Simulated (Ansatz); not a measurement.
Input

```
crystal:
  periodic: [false, false, false]
  atoms:
    - { symbol: "N", position_ang: [-0.8868, 3.1692, 0.2381] }
    - { symbol: C, position_ang: [-0.7739, 1.7668, 0.3071] }
    - { symbol: C, position_ang: [-0.6622, 0.5835, 0.3576] }
    - { symbol: Si, position_ang: [-0.307, -1.2554, 0.4451] }
    - { symbol: Si, position_ang: [1.4536, -1.8743, -0.8334] }
    - { symbol: H, position_ang: [-0.8467, 3.7053, 1.121] }
    - { symbol: H, position_ang: [-1.7892, 3.5064, -0.1907] }
    - { symbol: H, position_ang: [-1.5599, -1.9439, -0.061] }
    - { symbol: H, position_ang: [-0.1832, -1.6742, 1.9049] }
    - { symbol: H, position_ang: [0.95543, -2.79349, -1.91907] }
    - { symbol: H, position_ang: [2.47129, -2.54858, -0.04128] }
    - { symbol: H, position_ang: [2.04392, -0.70224, -1.51441] }
basis:
  gaussian: { orbitals: def2-SVP }
hamiltonian:
  xc: revpbe
  dispersion: d4
relax:
  f_tol: 0.015
  max_steps: 40
output:
  orbitals: {}
```

Command:

```sh
ansatz run input.yaml --threads 2 --pin off --max-ram 3072MiB --backend cpu --events-out ev --progress --plain --runs-dir out
```

The fields are those of the relaxed geometry.

All numbers below come from RKS revPBE-D4/def2-SVP in Ansatz.

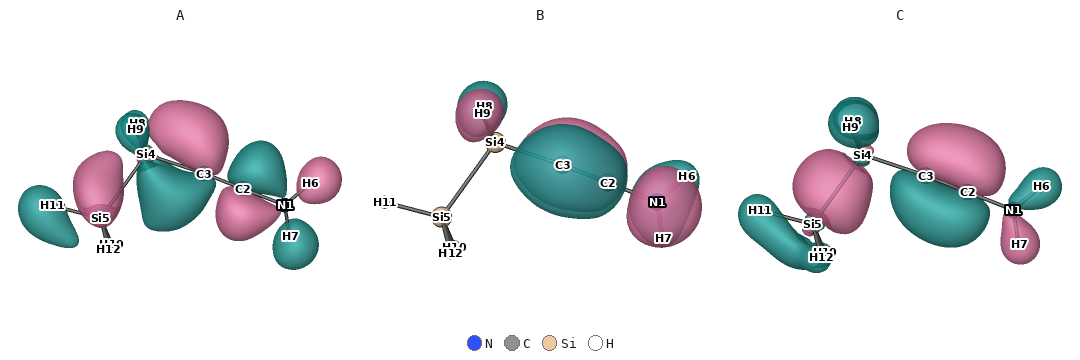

C2H7NSi2 (SMILES NC#C[SiH2][SiH3]). Three frontier orbitals at ±0.08 Å⁻³ᐟ² (teal and pink are the two phases), in no order.

> Order the three orbitals by energy and name them.

C is the HOMO−1 (−6.17 eV). By Hirshfeld shares it lies mainly on C2 (about 30 %), C3 (about 25 %), Si5 (about 15 %) and Si4 (about 15 %). B is the HOMO (−5.24 eV). By Hirshfeld shares it lies mainly on C3 (about 40 %), N1 (about 25 %) and C2 (about 20 %). A is the LUMO (−0.81 eV). Its weight (Hirshfeld) is mainly on C2 (about 25 %), C3 (about 25 %), Si4 (about 20 %) and Si5 (about 15 %).

> What is the HOMO–LUMO gap?

4.43 eV between the orbital energies.
